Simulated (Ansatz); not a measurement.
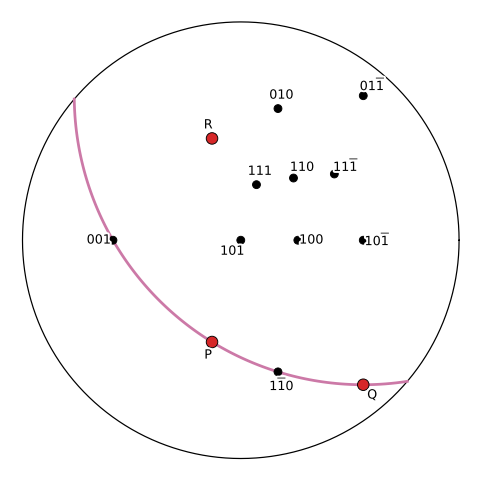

Stereographic projection of plane normals (upper hemisphere) centred on (1 0 1). Crystal: RbPd, the geometry relaxed with DFT PBE, scalar-relativistic, plane waves, PAW in Ansatz 0.2.0; the starting structure was generated, so it need not be a known form of this composition. Geometry calculated from the standardised cell; symmetry tolerance 0.002 Å.

a = 3.446 Å, b = 3.446 Å, c = 5.319 Å, α = 90.00°, β = 90.00°, γ = 120.00°.

Index the poles marked P, Q, R.

P is (1 −1 1), in four indices (1 −1 0 1), 51.7° from the centre; Q is (1 −1 −1), in four indices (1 −1 0 −1), 81.9° from the centre; R is (0 1 1), in four indices (0 1 −1 1), 51.7° from the centre.

Which zone does the coloured great circle trace?

The zone [1 1 0]: its poles satisfy h + k = 0.

What is the angle between the normals of (1 1 1) and (1 1 −1), and what are their d_hkl = 1/|g|?

35.9°; d = 1.639 Å and 1.639 Å.
